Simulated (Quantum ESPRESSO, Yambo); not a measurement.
# A GW chain in Yambo: GaP (F-43m), part 3 of 3

Wanted: ground state, empty states, screening and self-energy for GaP (F-43m).

Quantum ESPRESSO 7.5 and Yambo 5.3.0; PBE and many-body steps on it, plane waves. Known limits of the many-body steps: not at the basis limit; no spin-orbit coupling; coarse k mesh.

So far. Step 3 (Bands along the symmetry lines): The gap is 1.594 eV, −0.059 eV from the run before at this level. Step 4 (Empty states on the mesh, 4×4×4 mesh, 490 bands): On this mesh the gap is 1.653 eV.

### Step 6. Screening and self-energy, 4×4×4 mesh, 490 bands, screening to 353.7 eV

G0W0 replaces the xc potential by the self-energy, built once from these orbitals. Only a window of levels is corrected, while the sums run over the empty bands that the input names.

This step: G0W0 on PBE, plane waves, norm-conserving pseudopotentials.

Input file gw3.in:

```
HF_and_locXC
gw0
dyson
ppa
em1d
rim_cut
RandQpts= 1000000
RandGvec= 1 RL
EXXRLvcs= 104 Ry
VXCRLvcs= 416 Ry
Chimod= "HARTREE"
% BndsRnXp
 1 | 490 |
%
NGsBlkXp= 26 Ry
% LongDrXp
 1 | 1 | 1 |
%
% GbndRnge
 1 | 490 |
%
DysSolver= "n"
ExtendOut
PPAPntXp= 27.21138 eV
% QPkrange
 1 | 1 | 12 | 15 |
 7 | 7 | 12 | 15 |
%
```

The run is started by

```bash
$ OMP_NUM_THREADS=1 mpirun -n 4 yambo -F gw3.in -J gw3 -C gw3 > gw3.log
```

What it wrote:

```text
 Yambo, version 5.3.0

 [02] CORE Variables Setup
 =========================

  [... cell, symmetries and grids as in the set-up ...]

  [02.05] Energies & Occupations
  ==============================

  [X] === General ===
  [X] Electronic Temperature                        :  0.000000  0.000000 [eV K]
  [X] Bosonic    Temperature                        :  0.000000  0.000000 [eV K]
  [X] Finite Temperature mode                       : no
  [X] El. density                                   :  0.64228E+24 [cm-3]
  [X] Fermi Level                                   :  8.204632 [eV]

  [X] === Gaps and Widths ===
  [X] Conduction Band Min                           :  1.653057 [eV]
  [X] Valence Band Max                              :  0.000000 [eV]
  [X] Filled Bands                                  :  13
  [X] Empty Bands                                   :    14   490
  [X] Direct Gap                                    :  1.817542 [eV]
  [X] Direct Gap localized at k                     :  1
  [X] Indirect Gap                                  :  1.653057 [eV]
  [X] Indirect Gap between kpts                     :   1   7
  [X] Last valence band width                       :  3.419264 [eV]
  [X] 1st conduction band width                     :  3.048655 [eV]

 [03] Transferred momenta grid and indexing
 ==========================================

 IBZ Q-points                                      :   8
 BZ  Q-points                                      :   64

 K/Q-points units:
 rlu = crystal or reduced units; cc = cartesian coordinates; iku = interal k-units

 Q [1]          [rlu]:  0.000000  0.000000  0.000000
 Q [2]          [rlu]: -0.25926E-17 -0.25926E-17  0.25000
 Q [3]          [rlu]:  0.51853E-17  0.51853E-17 -0.50000
 Q [4]          [rlu]:  0.17252E-17  0.25000      0.25000
 Q [5]          [rlu]:  0.64517E-16  0.25000      0.50000
 Q [6]          [rlu]:  0.51853E-17  0.25000     -0.25000
 Q [7]          [rlu]: -0.34504E-17 -0.50000     -0.50000
 Q [8]          [rlu]:  0.250000 -0.500000 -0.250000

 [04] Coloumb potential Random Integration (RIM)
 ===============================================

  [04.01] RIM initialization
  ==========================

  * Diagonal components only detected *

  8 x (sBL volume)        :  0.113502 [a.u.]
  sBZ random points       :  1000000
  Points outside the sBZ  :   7987327
  RL volume               :  0.908017 [a.u.]
  Integrated volume       :  0.909458 [a.u.]

  [04.02] RIM integrals
  =====================

  Gamma point sphere radius             :  0.087825 [a.u.]
  Points outside the sphere             :   799513
  [Int_sBZ(q=0) 1/q^2]*(Vol_sBZ)^(-1/3) =:  7.764325
                                 should be <:  7.795600

  Summary of Coulomb integrals for non-metallic bands |Q|[au] RIM/Bare

  Q [1] 0.100000E-4 0.995988 * Q [2] 0.264147 1.066458
  Q [4] 0.305010 1.065091 * Q [6] 0.431350 1.027253
  Q [5] 0.505803 1.020682 * Q [3] 0.528294 1.017918
  Q [7] 0.610021 1.014689 * Q [8] 0.682024 1.011759

 [05] Dipoles
 ============

  [05.01] Setup: observables and procedures
  =========================================

 [06] Dynamic Dielectric Matrix (PPA)
 ====================================

 [WR./gw3//ndb.pp]---------------------------------------------------------------
  Brillouin Zone Q/K grids (IBZ/BZ)                :    8   64    8   64
  RL vectors                                       :   5961 [WF]
  Coulomb cutoff potential                         : none
  Electronic Temperature                           :  0.000000 [K]
  Bosonic    Temperature                           :  0.000000 [K]
  PPA    diel. fun.  energies                      : Perdew, Burke & Ernzerhof(X)+Perdew, Burke & Ernzerhof(C)
  wavefunctions                                    : Perdew, Burke & Ernzerhof(X)+Perdew, Burke & Ernzerhof(C)
  Global Gauge                                     : length
  X matrix size                                    :   645
  X band range                                     :     1   490
  X e/h energy range                               : -1.000000 -1.000000 [eV]
  X Time ordering                                  : R
  X Hxc Kernel                                     : HARTREE
  X Drude frequency                                :  0.000000  0.000000
  X poles                                          :  100.0000 [o/o]
  RL vectors in the sum                            :   5961
  [r,Vnl] included                                 : yes
  Field direction                                  :  0.577350E-5  0.577350E-5  0.577350E-5
  BZ energy Double Grid                            : no
  BZ energy DbGd points                            : 0
  BZ Q point size factor                           : -1.000000
  X Optical Averaged directions                    : none

 [07] Local Exchange-Correlation + Non-Local Fock
 ================================================

 [VXC] Plane waves :   39189
 [EXS] Plane waves :   4957

 QP @ state[ 1 ] K range:  1  1
 QP @ state[ 1 ] b range:  12  15
 QP @ state[ 2 ] K range:   7   7
 QP @ state[ 2 ] b range:  12  15

 [xc] Functional : Perdew, Burke & Ernzerhof(X)+Perdew, Burke & Ernzerhof(C)
 [xc] LIBXC used to calculate xc functional
  PP Number of Atomic Species                      :  2
  NLCC RL compoments                               :   39189
  PP Number of Atomic Species                      :  2
  NLCC RL compoments                               :   39189

 [xc] E_xc :  -23.20667 [Ha]
      E_xc :  -46.41333 [Ry]

  Local XC kind (lXC) : Perdew, Burke & Ernzerhof(X)+Perdew, Burke & Ernzerhof(C)
  Non-Local XC kind (nlXC) : Hartree-Fock

  Corrections @ K [1] :  [eV]
 <12|nlXC|12> = -15.17877 -0.47355E-17 <12|lXC|12> = -13.29395 -0.18883E-15
 <13|nlXC|13> = -15.17881 -0.12025E-16 <13|lXC|13> = -13.29395 -0.18881E-15
 <14|nlXC|14> = -8.162741 -0.29493E-17 <14|lXC|14> = -12.70029 -0.94360E-16
 <15|nlXC|15> = -6.788185 -0.40420E-17 <15|lXC|15> = -11.36385 -0.18882E-15

  Corrections @ K [7] :  [eV]
 <12|nlXC|12> = -14.67531 -0.56460E-17 <12|lXC|12> = -11.79687  0.47207E-16
 <13|nlXC|13> = -14.67527 -0.14658E-16 <13|lXC|13> = -11.79687 -0.35393E-16
 <14|nlXC|14> = -5.997074  0.61789E-18 <14|lXC|14> = -9.779896  0.41243E-16
 <15|nlXC|15> = -6.981560 -0.14427E-18 <15|lXC|15> = -10.95918  0.17687E-16

 [08] Dyson equation: Newton solver
 ==================================

  [08.01] G0W0 (W PPA)
  ====================

  [  GW  ] Bands range     :     1   490
  [GW/PPA] G damping       :  0.100000 [eV]

  QP @ state[ 1 ] K range:  1  1
  QP @ state[ 1 ] b range:  12  15
  QP @ state[ 2 ] K range:   7   7
  QP @ state[ 2 ] b range:  12  15

   Sc/G bands                                       :     1   490
   Sc/G damping                                     :  0.100000 ev
   Sc bands terminator                              : no
   Sx RL components                                 :   4957

   QP @ state[ 1 ] K range                          :  1  1
   QP @ state[ 1 ] b range                          :  12  15
   QP @ state[ 2 ] K range                          :   7   7
   QP @ state[ 2 ] b range                          :  12  15
   GF energies kind                                 : Perdew, Burke & Ernzerhof(X)+Perdew, Burke & Ernzerhof(C)
   GF WF`s kind                                     : Perdew, Burke & Ernzerhof(X)+Perdew, Burke & Ernzerhof(C)
   Xs energies kind                                 : Perdew, Burke & Ernzerhof(X)+Perdew, Burke & Ernzerhof(C)
   Xs WF`s kind                                     : Perdew, Burke & Ernzerhof(X)+Perdew, Burke & Ernzerhof(C)

 [11] Game Over & Game summary
```

Wall time 32 min (4 MPI ranks of Arm Neoverse V1, shared host); peak memory 3 GiB; 2.1 h of CPU time.

This step gave:

```
G0W0 gap on the points computed              : 2.350 eV
starting gap on the mesh                     : 1.653 eV
k of the valence top                         : 0, 0, 0
k of the conduction bottom                   : 0, -0.5, -0.5
least direct G0W0 gap on the computed points : 2.660 eV
Z at the valence top                         : 0.7841
Z at the conduction bottom                   : 0.8088
```

The gap on the mesh goes from 1.65 eV to 2.35 eV, a correction of +0.70 eV.

Limits: finite bands, cutoff and mesh; no spin-orbit coupling; coarse k mesh. v1 is the top filled band, c1 the lowest empty one. Levels before and after the correction, in eV, zero at the valence-band top of each column:

|  | conduction bottom | valence top |
| --- | --- | --- |
| Kohn-Sham | 1.65 | 0.00 |
| G0W0 | 2.35 | 0.00 |

|  | level | energy (eV) |
| --- | --- | --- |
| Kohn-Sham | Γ v2-v1 | 0.000 |
| Kohn-Sham | Γ c1 | 1.818 |
| Kohn-Sham | Γ c2 | 3.887 |
| Kohn-Sham | (0 -0.5 -0.5) v2-v1 | -2.683 |
| Kohn-Sham | (0 -0.5 -0.5) c1 | 1.653 |
| Kohn-Sham | (0 -0.5 -0.5) c2 | 1.825 |
| G0W0 | Γ v2-v1 | 0.000 |
| G0W0 | Γ c1 | 2.660 |
| G0W0 | Γ c2 | 4.838 |
| G0W0 | (0 -0.5 -0.5) v2-v1 | -2.751 |
| G0W0 | (0 -0.5 -0.5) c1 | 2.350 |
| G0W0 | (0 -0.5 -0.5) c2 | 2.618 |

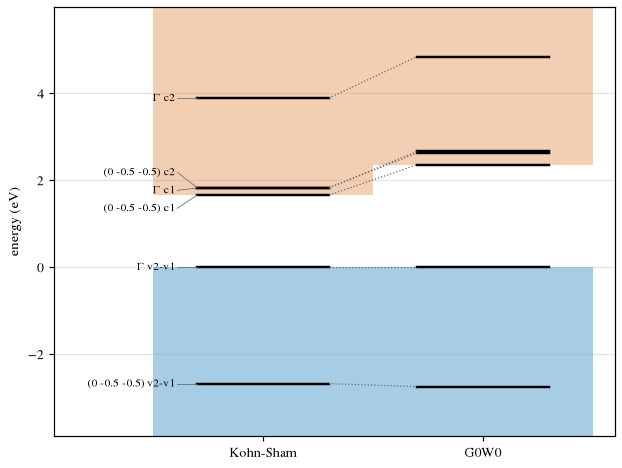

Levels before and after the correction. Shaded: valence and conduction bands.

### Step 7. Where the time went

Times are wall times on the hardware named with each run, good to a factor of about two.

| step | time | share | memory (GiB) |
| --- | --- | --- | --- |
| ground state | 7.7 s | 0 % | 0.29 |
| bands along the symmetry lines | 6 s | 0 % | 0.25 |
| empty states on the mesh | 90 s | 4 % | 1.1 |
| conversion and set-up | 3.4 s | 0 % | 0.25 |
| screening and self-energy | 32 min | 95 % | 3.0 |

### Step 8. Summary of results

* PBE gap: 1.59 eV, indirect
* G0W0 gap on the mesh: 2.35 eV
* G0W0 gap over the zone (rigid shift): 2.29 eV
* GW settings: 4×4×4 mesh, 490 bands, screening to 353.7 eV, Godby-Needs plasmon pole
* known limits: not at the basis limit; no spin-orbit coupling; coarse k mesh

What this shows: G0W0 moves the gap on the mesh from 1.65 eV to 2.35 eV (+0.70 eV), with Z of 0.78 and 0.81 at the edges. The mesh misses the band edges by 0.06 eV in all; a rigid shift gives 2.29 eV for the zone. Only 2 of the mesh's irreducible points were corrected, so a valley elsewhere could overtake. The dearest step here is «screening and self-energy». Against experiment, by G0W0@PBE: the gap of 2.29 eV lies +0.04 eV from the measured 2.25 ± 0.04 eV (indirect, 300 K, on Si, 2020). The calculation has static nuclei and no excitons; a measured gap holds zero-point and thermal motion, which mostly lowers it. Bands and cutoff are finite, so the gap is not at the basis limit. The miss can reach some tenths of an eV and take either sign; the mesh is an error of its own. In the G0W0 run levels were corrected at 2 k points alone, so a gap called «on the mesh» is the least over those, and an edge elsewhere would be missed. A denser mesh or path gives a starting gap of 1.59 eV: the GW mesh misses a band edge, so its gaps are not the fundamental one. The 4×4×4 mesh is coarse for this cell, which bears on the long-range parts of exchange and screening. The many-body steps are scalar-relativistic: spin-orbit coupling is not in them.

[Paths, hosts, dates, memory and timing lines, banners, echoed tables and standing remarks are left out of the program output.]

[Logs are printed without paths, hosts, clocks, repeated set-up lines and the standing remarks that a program may print on its own settings, such as how far it seeks lower states.]

[Runs of the session that timed out or met a known fault of the program may be left out.]

[Hosts, paths, dates, database ids (printed as entryN), source tags and the programs' standing remarks are cut or masked in the printed files.]
